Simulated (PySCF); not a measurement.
## Electronic structure of C$_{8}$H$_{7}$Si (doublet) in real space

```xyz
16

C     3.5384   -0.4055    1.2911
C     2.8533   -0.3619    0.3039
Si    1.7625   -0.2872   -1.1907
C     0.0060    0.0454   -0.5679
C    -0.8036    0.9696   -1.1591
C    -2.0811    1.2720   -0.7897
C    -2.6055    0.5672    0.2924
C    -1.8301   -0.3840    0.9350
C    -0.5387   -0.6494    0.5182
H     4.1423   -0.4424    2.1525
H     1.8175   -1.5939   -1.8617
H     2.1950    0.8054   -2.0650
H    -2.6720    2.0195   -1.2985
H    -3.6142    0.7700    0.6245
H    -2.2404   -0.9264    1.7756
H     0.0629   -1.3894    1.0281
```

Geometry: GFN2-xTB.

Level of theory: UKS B3LYP, pcH-1 on C H Si, non-relativistic, mean-field spin-orbit, GIAO (PySCF).

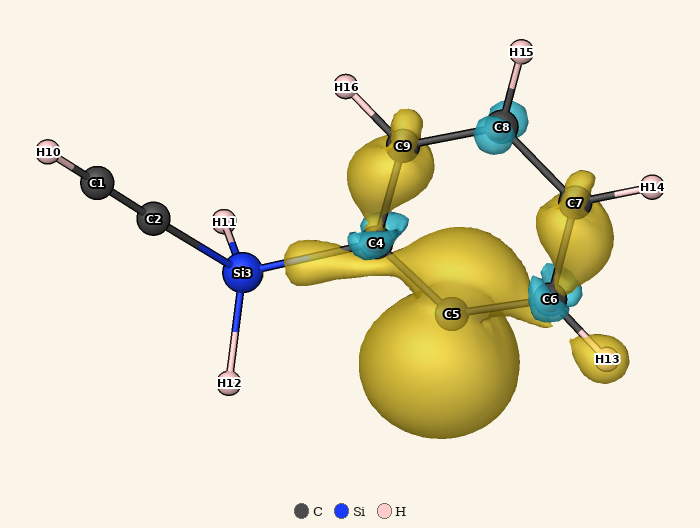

Figure 1. Isosurfaces of the spin density (α minus β) at +0.02 (yellow) and −0.02 e/Å³ (cyan), seen at a tilt.

**Where is the unpaired spin?**

The unpaired spin (1 electron) lies mostly on C5 (about 0.8), in electrons by Hirshfeld's partition.

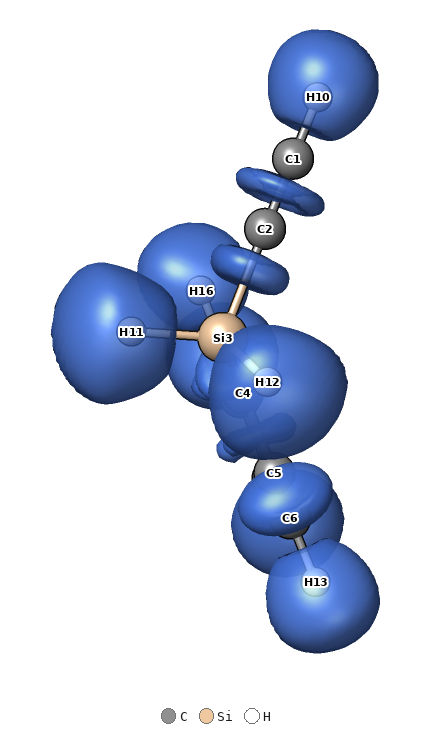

Figure 2. Isosurface of the ELF at 0.85 (blue), seen at an oblique angle. Core shells and regions of very low density are left out.

**Identify the bonds, lone pairs and shells in this picture.**

The ELF exceeds this value in seven regions between bonded C–C atoms (shared pairs), two regions between bonded C–Si atoms (shared pairs), seven regions around hydrogen nuclei and one lobe on C, pointing away from the bonds (non-bonding electrons). Along the contacts the grid gives the following. C–C (1.20 Å): the ELF peaks at about 0.85 between the atoms (a multiple bond). C–Si (1.85 Å): the ELF peaks at about 0.95 between the atoms; a covalent bond.

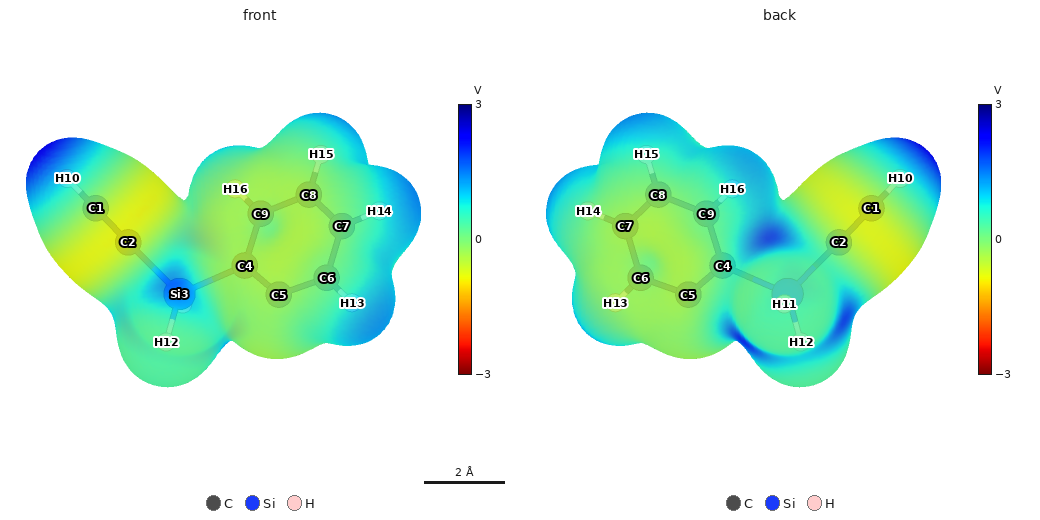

Figure 3. The molecular electrostatic potential painted on the density surface at 0.004 e/bohr³, seen from the front and from behind; the colour scale runs from red (negative) to blue (positive).

**Where is the surface potential most negative and most positive?**

The most negative region (about −0.8 V) lies over C1 and C2, the most positive (about +2.2 V) over H10.
